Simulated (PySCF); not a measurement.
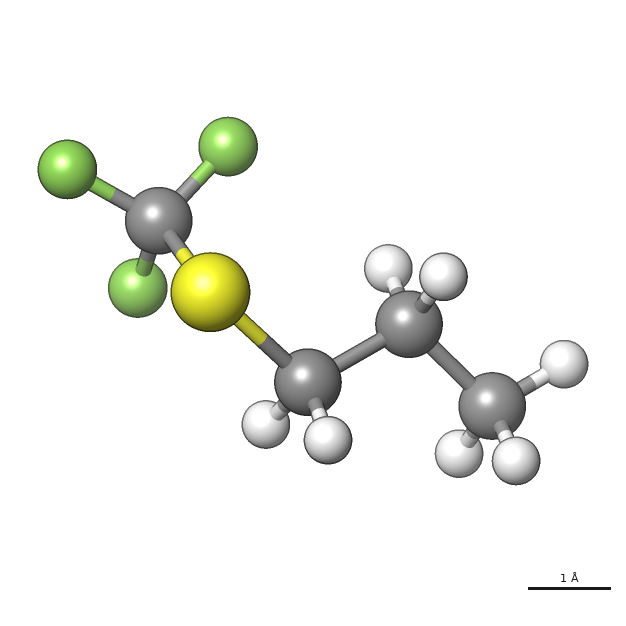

Colours: carbon grey, sulfur yellow, fluorine green, hydrogen white.

Computed geometry: GFN2-xTB optimisation. No frequency run is at hand to confirm it as a minimum.

**Count the atoms of each element.**

C₄H₇F₃S, 15 atoms: 4 carbon, 7 hydrogen, 3 fluorine and 1 sulfur.

**How many bonds of each kind are drawn?**

7 C–H, 3 C–F, 2 C–C, 2 C–S.

**Give the symmetry (Schoenflies symbol).**

C1.

The parts below concern this one geometry. Atoms keep their numbers from picture to picture.

## Shape

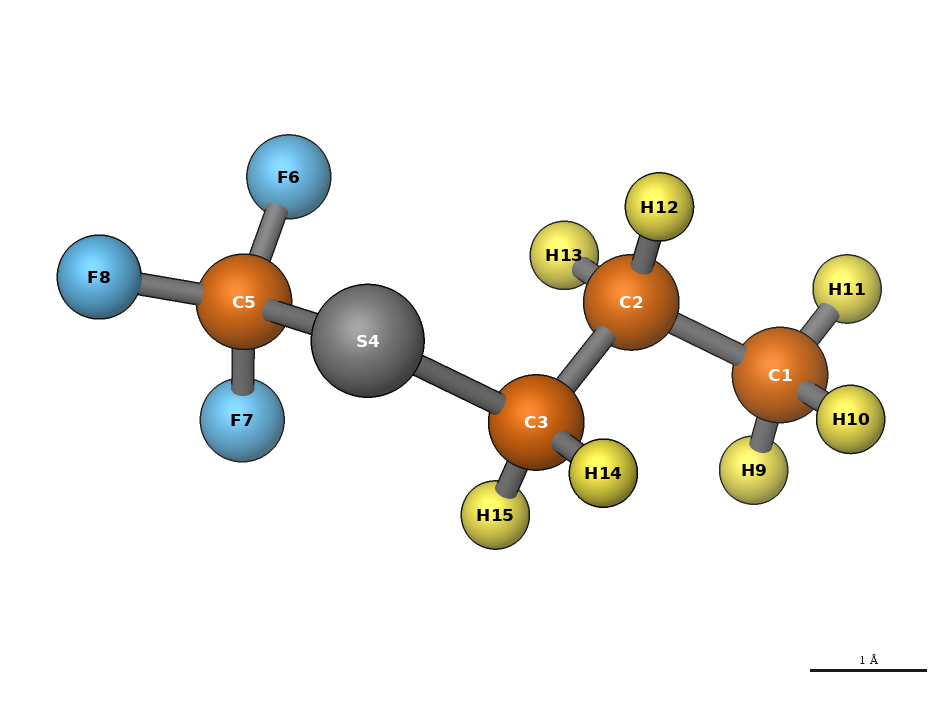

Numbered structure. No frequency run is at hand to confirm it as a minimum.

Give the bond lengths.

```csv
bond,length (Å),order
C1–C2,1.524,single
C1–H9,1.088,single
C1–H10,1.088,single
C1–H11,1.086,single
C2–C3,1.520,single
C2–H12,1.091,single
C2–H13,1.091,single
C3–S4,1.829,single
C3–H14,1.090,single
C3–H15,1.090,single
S4–C5,1.821,single
C5–F6,1.338,single
C5–F7,1.336,single
C5–F8,1.328,single
```

## Dipole moment

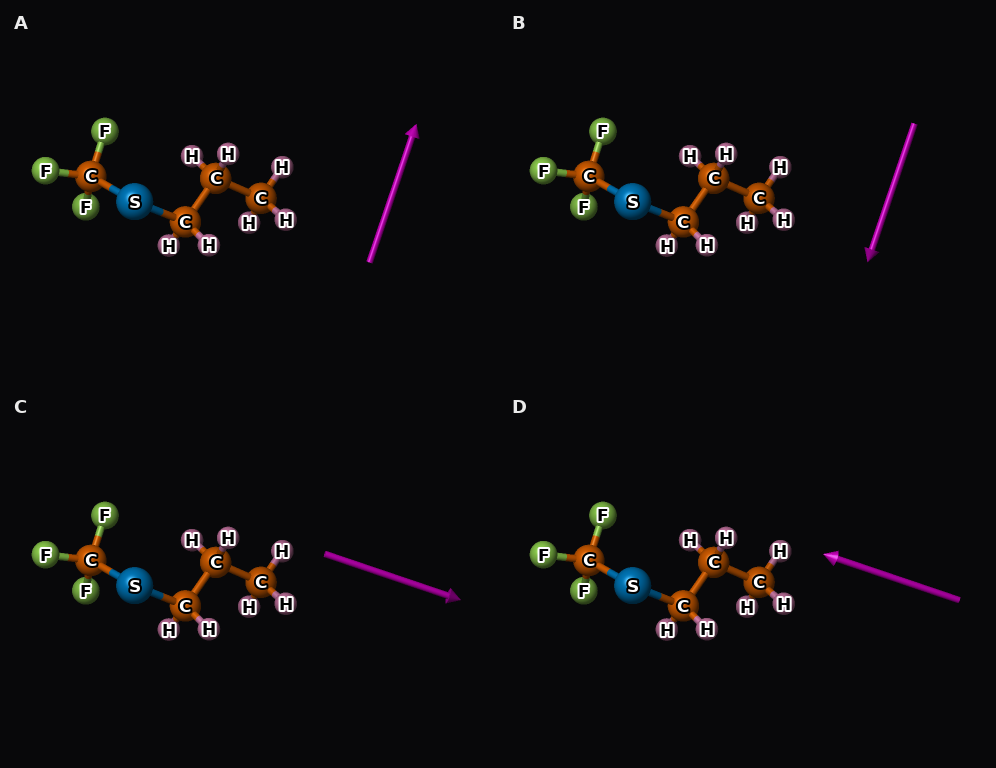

The same molecule four times, each with an arrow. No frequency run is at hand to confirm it as a minimum. Level of theory: PBE0/pcSseg-1, gas phase (PySCF 2.14.0).

**Which arrow points along the dipole moment, from the negative to the positive end?**

C. The dipole moment is 2.49 D.

## NMR shielding

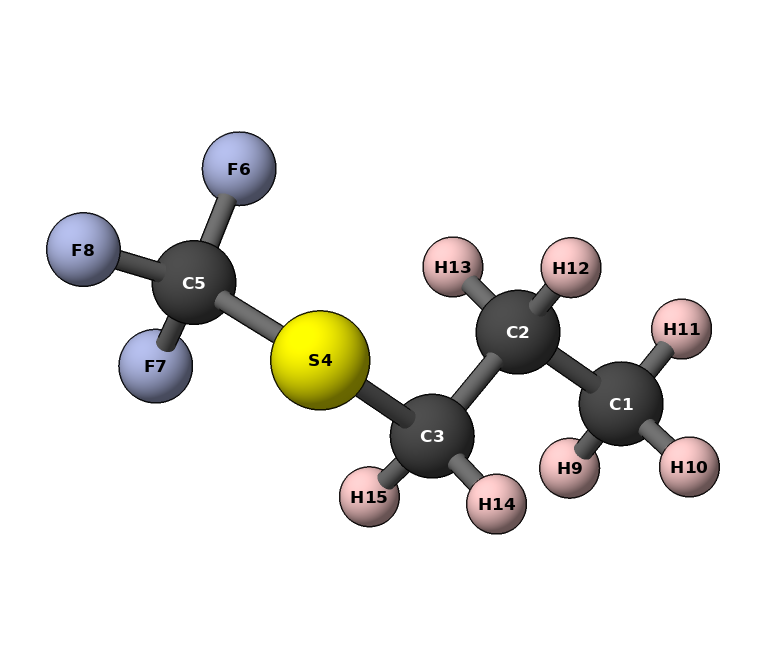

No frequency run is at hand to confirm it as a minimum. Method: GIAO PBE0/pcSseg-1 NMR shielding, non-relativistic, gas phase (PySCF 2.14.0). Principal shieldings σ11 ≤ σ22 ≤ σ33, span Ω = σ33 − σ11, skew κ = 3(σiso − σ22)/Ω.

Give the shielding tensors of the S atoms.

```csv
atom,σ11,σ22,σ33,σiso,Ω,κ
S4,166.5,327.6,632.6,375.5,466.1,0.31
```

Shieldings and span in ppm.

## Excitation

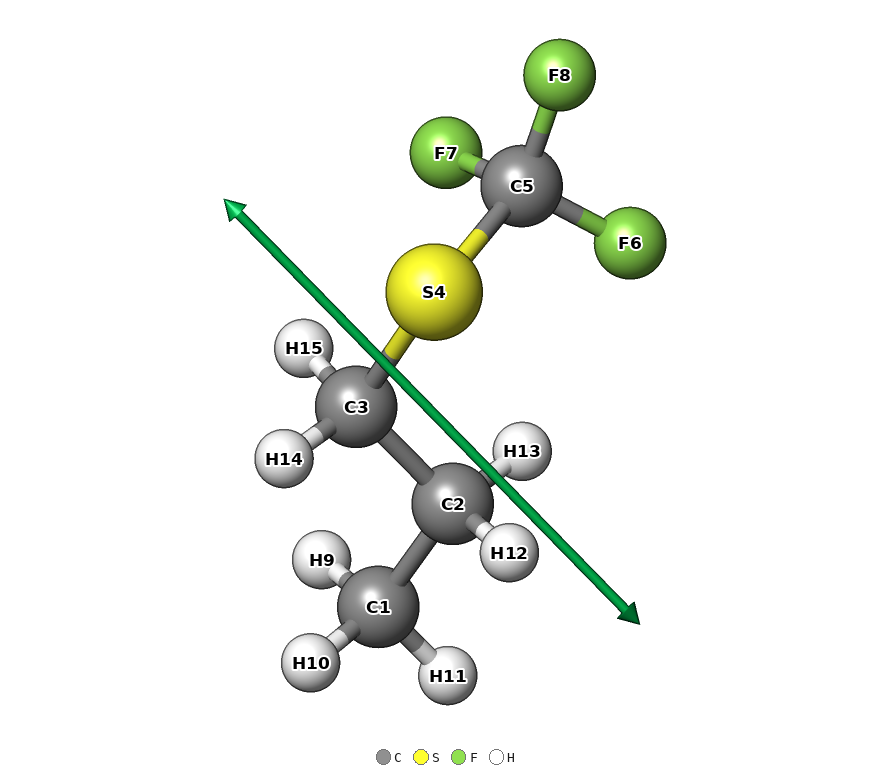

The double arrow shows the direction of the transition dipole to excited singlet state 2 (its length means nothing). No frequency run is at hand to confirm it as a minimum. Level of theory: TDDFT PBE0/def2-SVPD, vertical, gas phase, core orbitals frozen in the response (PySCF 2.14.0).

**Where does the transition lie, and how strong is it?**

7.02 eV (177 nm), oscillator strength 0.030, mainly HOMO → LUMO+2 (weight 0.79); transition dipole 1.07 D.
